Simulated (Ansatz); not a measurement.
**Calibrating MP2/def2-TZVPP on molecular compounds of Ge**

The vertical ionisation energy (cation less neutral) in eV of 7 molecular compounds of Ge: x at MP2/def2-TZVPP, y at CCSD(T)/def2-TZVPP. Shapes, held fixed at every level: PBE0-D4/def2-TZVP. Flexible molecules stand in one conformer, not always the lowest. Programs: Ansatz 0.2.0.

```
                                 molecule  x (eV)  y (eV)
                              Ge(CH3)(OH)    8.93    8.95
                                  GeH(SH)    9.36    9.38
                               Ge(OH)(SH)    9.62    9.56
              GeBr2 (SMILES [Br][Ge][Br])    9.95       ?
GeSi2H6O2 (SMILES [SiH3][O][Ge][O][SiH3])   10.19   10.12
                                  Ge(OH)2   10.36   10.42
                                 Ge(OH)Cl   10.48   10.43
```

Q: Fit y = c + s·x to the known rows and predict y for GeBr2.

A: 
1. Means of the 6 rows: x = 9.8233, y = 9.810.
2. Σ(Δx)² = 1.9077, Σ(Δx·Δy) = 1.8665, so the slope is 1.8665/1.9077 = 0.9784.
3. Intercept: 9.810 − (0.9784) × 9.8233 = 0.199. The largest residual of the fit is 0.085.
4. GeBr2: 0.199 + 0.9784 × 9.95 = 9.93 eV.

CCSD(T)/def2-TZVPP gives 9.83 eV, so the prediction is off by +0.10 eV, about the largest residual. Uncorrected, MP2/def2-TZVPP misses it by +0.12 eV, and the other rows by 0.05 on average. The line removes about 20 % of this miss. Left out in turn, the other rows are missed by 0.06 eV on average, worse than no correction. Cations run unrestricted. Relativity is left out for Br, Ge. Outer-core shells of Br, Ge are correlated, in sets that cover them unevenly.

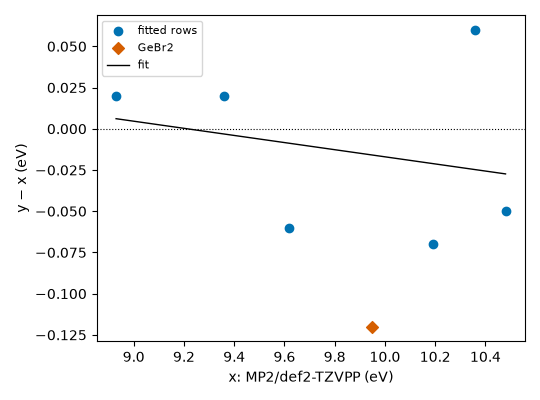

The correction y − x against x, with the fitted line and the withheld molecule.
